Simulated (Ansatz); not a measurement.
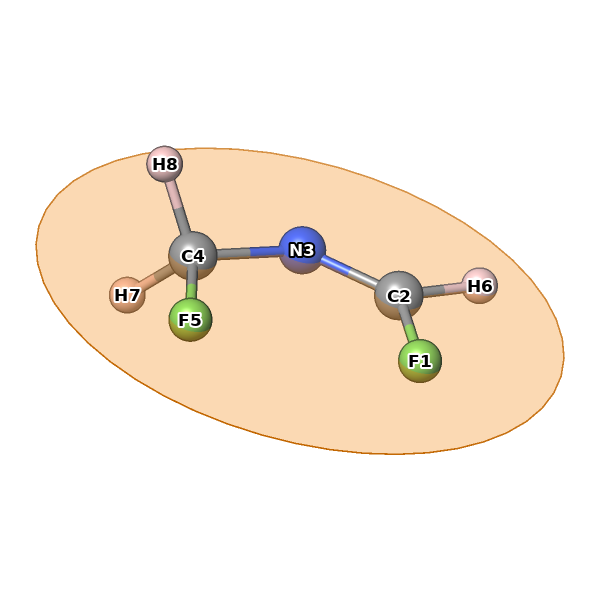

A disc through the centre of mass is drawn in. Distant atoms are faded towards the background colour. Computed geometry: PBE-D4/def2-SVP optimisation. No frequency run is at hand to confirm it as a minimum.

> Is the plane of the disc a mirror plane of the structure?

Yes. The reflection leaves F1, C2, N3, C4, F5, H6 in place and moves H7 ↔ H8. The point group is Cs.
